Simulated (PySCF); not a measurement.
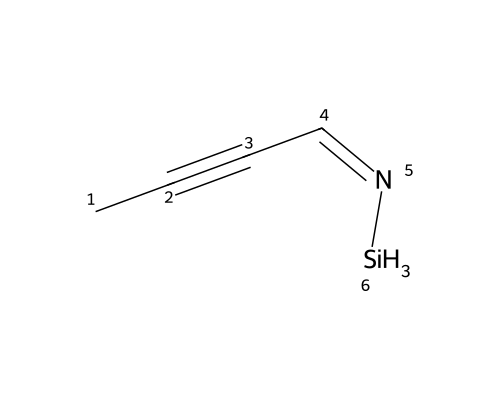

Skeletal drawing with numbered atoms; wedges and dashes mark any stereocentres. The configuration is that of a computed structure (PBE0-D3(BJ)/def2-SVP).

Give the R/S and E/Z labels.

C4=N5: Z.

Give a SMILES with the stereochemistry.

CC#C/C=N\[SiH3]
